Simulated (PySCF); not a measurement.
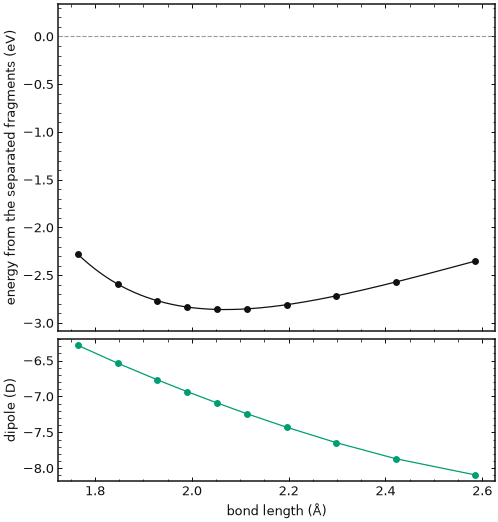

Bond curve of NaO, doublet (excess alpha electrons: πx +1). PBE/x2c-TZVPPall (sfX2C-1e), PySCF 2.14.0, UKS. One reference determinant with the occupation held, the lowest that a PBE0 search over spins and occupations found; no spin-orbit coupling. Zero is the separated fragments in their ground configurations, without counterpoise. 2 further points of the run are not drawn. The dipole is positive if the first atom is negative.

What constants does a Dunham fit to the curve give (main isotopes)?

re = 2.069 Å, ωe = 466 cm⁻¹, ωexe = 3.5 cm⁻¹, De = 2.86 eV, Be = 0.418 cm⁻¹.

What is the dipole moment at the minimum, and how does it change with the bond length?

−7.13 D at re, with a slope of −2.46 D/Å.

Give the computed points.

| r (Å) | E (eV) |
| --- | --- |
| 1.765 | −2.28 |
| 1.847 | −2.59 |
| 1.929 | −2.77 |
| 1.990 | −2.83 |
| 2.052 | −2.86 |
| 2.114 | −2.85 |
| 2.196 | −2.81 |
| 2.298 | −2.72 |
| 2.421 | −2.57 |
| 2.586 | −2.35 |

Caveats: lowest determinant of a PBE0 search, another state may lie lower.
